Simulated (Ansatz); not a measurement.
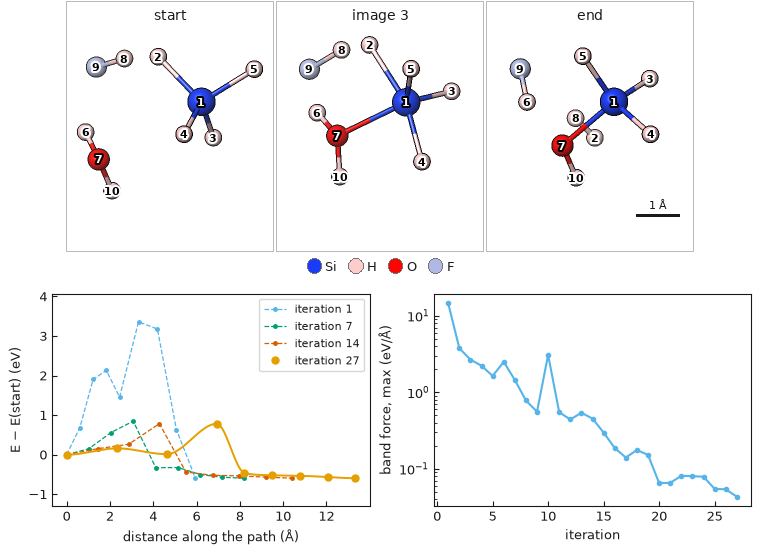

A search for the minimum-energy path of SiH7OF by the nudged elastic band. Images are numbered from 0 (start) to 8 (end). The plot follows the band through its iterations. The picture is a ball-and-stick view, seen at a tilt.

Computed with RKS PBE-D4/def2-SVP (Ansatz). Run with 7 movable images; climbing image; force threshold 0.05 eV/Å; iteration limit 60; starting path through a guess of the saddle point.

### Judge this run.

The run is converged, with reservations. The band converged in 27 iterations. The largest component of the band force went from 15 to 0.043 eV/Å. The climbing image converged on the top of the path. Its vibrational analysis gives one imaginary mode (733i cm⁻¹), as a transition state must have. The first iteration put the highest image at 3.36 eV. The energy climbs by 0.78 eV to image 3 and then falls by 1.37 eV, so the end point sits at −0.59 eV. The profile has 2 maxima (images 1, 3) with a dip at image 2 (+0.01 eV), so the process runs in steps.

Cost: 3.3 min on 2 threads of Arm Neoverse V1, with other jobs on the host, peak memory 0.14 GiB.
